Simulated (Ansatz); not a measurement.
# Response to strain in Se

The reference is Se (space group P3_121, No. 152; made of chains).

```xyz
3
Lattice="4.5066 0.0000 0.0000 -2.2533 3.9028 0.0000 0.0000 0.0000 4.9888" Properties=species:S:1:pos:R:3 pbc="T T T"
Se     0.9774     0.0000     4.1574
Se    -0.4887     0.8465     0.8315
Se     1.7646     3.0563     2.4944
```

Strains are applied to the cell and any free atomic positions relax.

The values are results of r2SCAN, PAW, 500 eV (Ansatz, an electronic-structure program; scalar-relativistic without spin-orbit coupling), earlier PAW set, not measurements.

Notes on the quantities. energy relative to the base: free energy F.

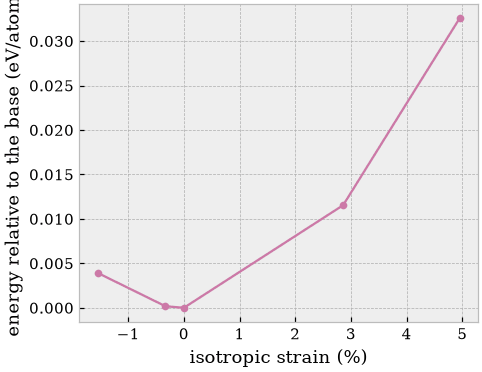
*Energy relative to the base against isotropic strain*

Problem. From the plot, what is the energy relative to the base for isotropic strain −1.55 %?

Solution. About 0.004 eV/atom.

Problem. Is the trend monotonic over the range shown?

Solution. No, it turns within the range, spanning 0 meV/atom to +33 meV/atom.

No phonon test of stability was made. No dispersion term is included, though the crystal is made of layers, chains or molecules, so its spacings can come out too wide.
